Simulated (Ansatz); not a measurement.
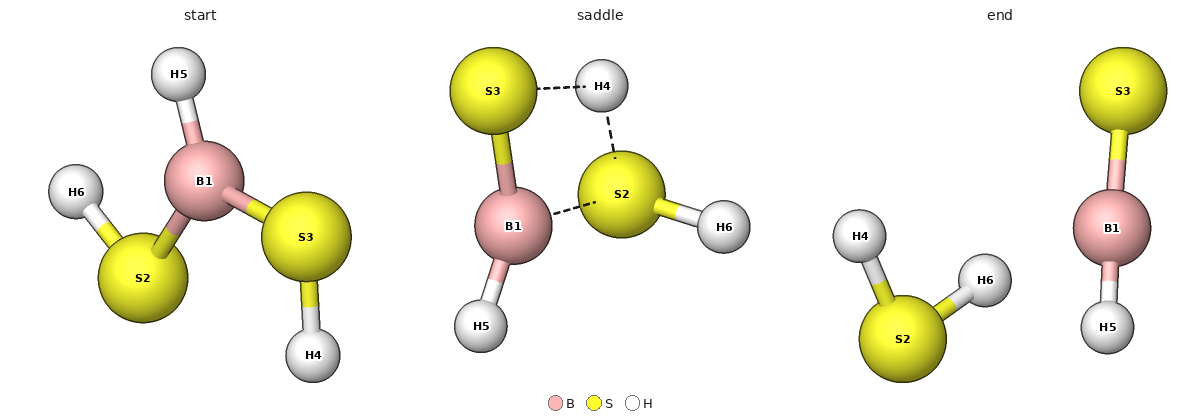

One elementary step of BH₃S₂: start, first-order saddle point (changing pairs dashed) and end. Electronic energies at PBE0-D4/def2-TZVP geometries, energies in def2-TZVPP, the Ansatz code 0.2.0; cores frozen in correlated methods, no zero-point terms. Start and end are the structures at the ends of the path (complexes, where there are several molecules). Lines between the levels only guide the eye.

In the step S2–H4 (2.96 → 1.49 → 1.34 Å) forms; B1–S2 (1.79 → 2.00 → 3.40 Å) and S3–H4 (1.35 → 1.92 → 3.56 Å) break (lengths at start, saddle and end; changes of bond order aren't listed).

**Give the barriers and step energies (kcal/mol). Levels: LDA (SPW92).**

| level | barrier | reverse barrier | step energy |
| --- | --- | --- | --- |
| LDA (SPW92) | 37.2 | −0.9 | 38.2 |

The points are stationary for PBE0-D4 alone; with LDA (SPW92) the saddle point lies below an end, so these points show no barrier on that side.

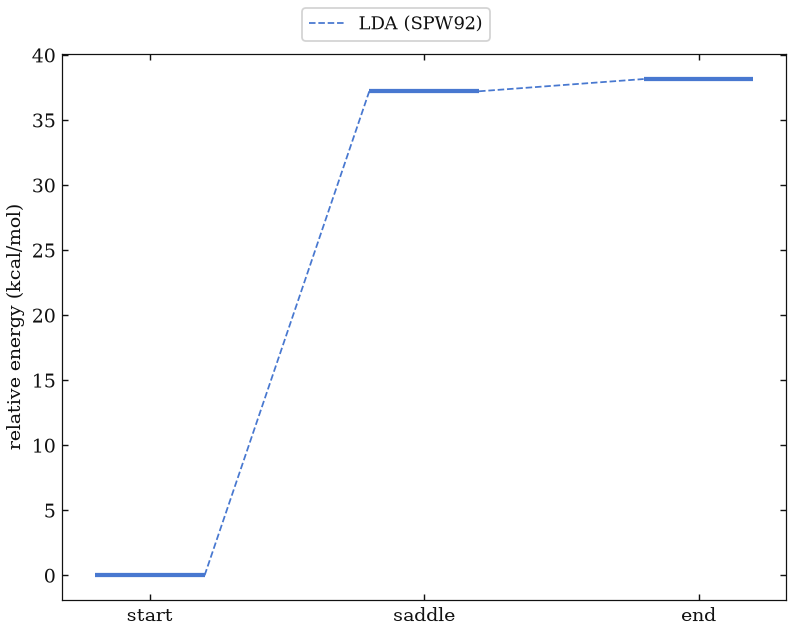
